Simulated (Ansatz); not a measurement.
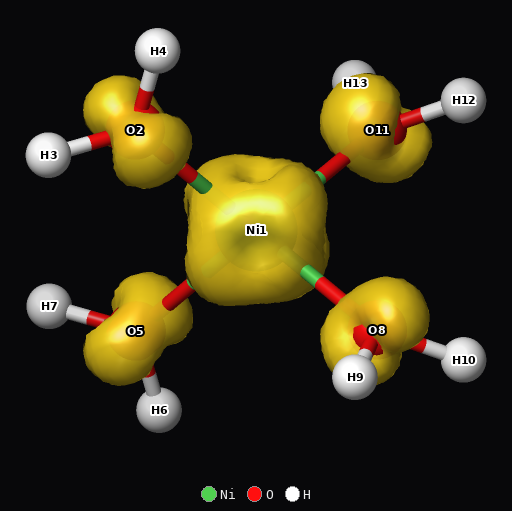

H8NiO4 (charge +3, quartet). Isosurface of the spin density at +0.1 e/Å³ (yellow), seen across its widest extent.

Geometry: PBE-D4/def2-SVP.

Computed with UKS PBE0-D4/def2-TZVP (Ansatz).

```tsv
atom	x (Å)	y (Å)	z (Å)
Ni	0.0004	0.0001	0.0009
O	0.4247	-0.0800	1.9086
H	1.1648	0.3863	2.3956
H	-0.1972	-0.4307	2.6117
O	1.8066	0.2650	-0.7009
H	2.0091	0.5846	-1.6287
H	2.6726	-0.0649	-0.3219
O	-1.2894	1.3785	-0.5134
H	-1.3046	2.3065	-0.1359
H	-1.8945	1.3888	-1.3109
O	-0.9429	-1.5657	-0.6951
H	-1.9314	-1.7076	-0.7653
H	-0.5182	-2.4609	-0.8447
```

### Which atoms carry the spin?

The unpaired spin (3 electrons) lies mostly on Ni1 (about 2.1), O2 (about 0.2), O8 (about 0.2), O5 (about 0.2) and O11 (about 0.2), in electrons by Hirshfeld's partition.
